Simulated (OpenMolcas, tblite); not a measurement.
## A ladder of methods for GeH3Br (SMILES [GeH3][Br])

GeH3Br has 5 atoms, charge 0, and is taken as a singlet. SMILES: `[GeH3][Br]`. Geometry: relaxed at PBE0-D4/def2-TZVP.

Each level gives the HOMO–LUMO gap (eV). The values are calculated.

```csv
level,kind,program,value (eV),CPU time
GFN1-xTB,semi-empirical,tblite,6.60,under 2 s
HF/aug-cc-pVDZ,Hartree–Fock,OpenMolcas,12.11,14 s
SVWN5/aug-cc-pVDZ,LDA,OpenMolcas,5.14,24 s
PBE/aug-cc-pVDZ,GGA,OpenMolcas,5.26,32 s
TPSS/aug-cc-pVDZ,meta-GGA,OpenMolcas,5.55,42 s
M06-2X/aug-cc-pVDZ,hybrid meta-GGA,OpenMolcas,9.12,37 s
B2PLYP/aug-cc-pVDZ,double hybrid,OpenMolcas,9.24,23 s
```

All-electron rows without a relativistic Hamiltonian named are non-relativistic. The values span 5.14 to 12.11 eV. Orbital gaps aren't excitation energies, and those of double hybrids come from the SCF part alone; they tend to grow with the share of exact exchange. Times are those of the runs behind each value, whatever else they computed, on shared processors of several kinds: orders of magnitude only.

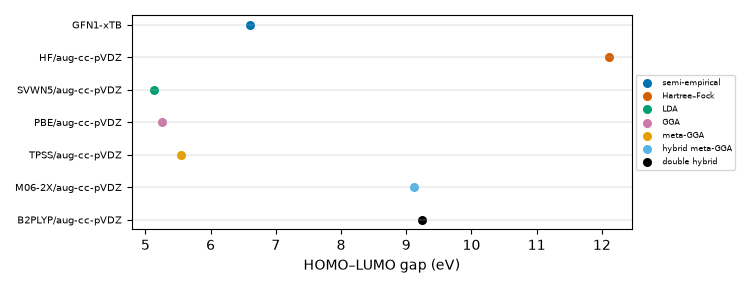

The values of the table, level by level.
